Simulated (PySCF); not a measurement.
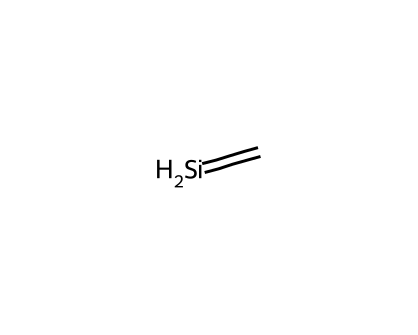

The geometry was computed by an optimisation with PBE0-D3(BJ)/def2-SVP. No frequency run is at hand to confirm it as a minimum. Level of theory: PBE0-D3(BJ)/def2-SVP, gas phase (PySCF 2.14.0).

**Give the rotational constants at this level.**

103.525, 14.735, 12.899 GHz.
